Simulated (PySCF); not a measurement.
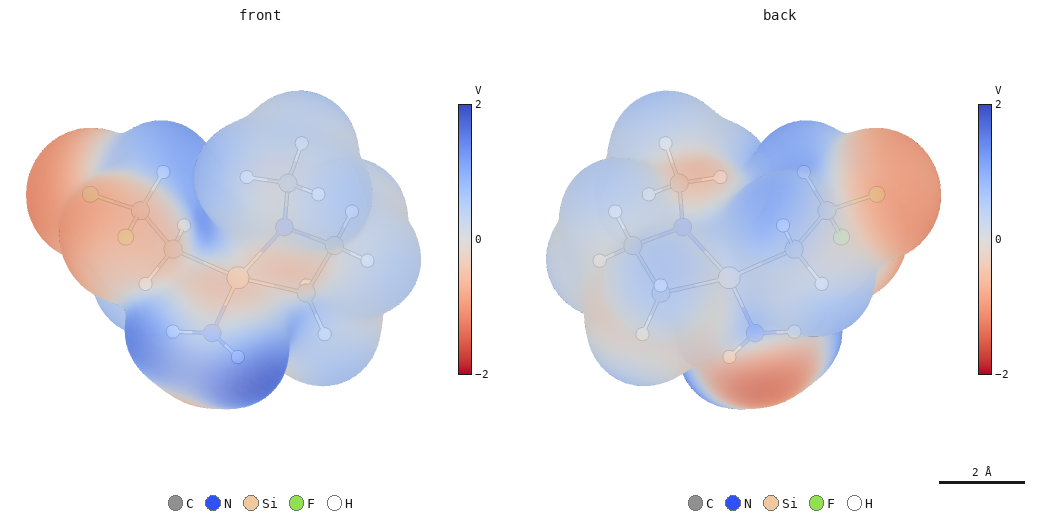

The picture shows: C5H12F2N2Si. The electrostatic potential painted on the density surface at 0.002 e/bohr³, seen from the front and from behind; the colour scale runs from red (negative) to blue (positive).

Geometry: GFN2-xTB.

Level of theory: PBE0/pcSseg-1, SCF density, gas phase, non-relativistic (PySCF).

```yaml
atoms:
  - { symbol: C, position_ang: [-1.5646, 1.2752, 1.1292] }
  - { symbol: N, position_ang: [-1.0748, 0.0955, 0.4746] }
  - { symbol: C, position_ang: [-1.8347, -1.1456, 0.5069] }
  - { symbol: C, position_ang: [-0.9017, -1.9701, -0.3834] }
  - { symbol: Si, position_ang: [0.1504, -0.4013, -0.6341] }
  - { symbol: N, position_ang: [0.2815, 0.1477, -2.2576] }
  - { symbol: C, position_ang: [1.9339, -0.3044, 0.0333] }
  - { symbol: C, position_ang: [2.2517, 1.1001, 0.4508] }
  - { symbol: F, position_ang: [2.0550, 1.9831, -0.5686] }
  - { symbol: F, position_ang: [3.5622, 1.2451, 0.7936] }
  - { symbol: H, position_ang: [-2.5539, 1.5540, 0.7477] }
  - { symbol: H, position_ang: [-1.6512, 1.1127, 2.2095] }
  - { symbol: H, position_ang: [-0.8809, 2.1013, 0.9476] }
  - { symbol: H, position_ang: [-2.8372, -1.0168, 0.0838] }
  - { symbol: H, position_ang: [-1.9353, -1.5323, 1.5255] }
  - { symbol: H, position_ang: [-1.3857, -2.3474, -1.2756] }
  - { symbol: H, position_ang: [-0.4454, -2.8050, 0.1351] }
  - { symbol: H, position_ang: [0.9601, 0.8476, -2.5089] }
  - { symbol: H, position_ang: [-0.5181, 0.1797, -2.8683] }
  - { symbol: H, position_ang: [2.6399, -0.6010, -0.7389] }
  - { symbol: H, position_ang: [2.0854, -0.9492, 0.8943] }
  - { symbol: H, position_ang: [1.6530, 1.4508, 1.3026] }
```

Q: Describe the electrostatic potential map.

A: The most negative region (about −1.2 V, or −28 kcal/mol for a unit charge) lies over N6, the most positive (about +1.6 V, or +37 kcal/mol for a unit charge) over H19. N6 is the likeliest acceptor of a hydrogen bond.

Q: What dipole moment does the calculation give?

A: Its dipole moment is 1.95 D.
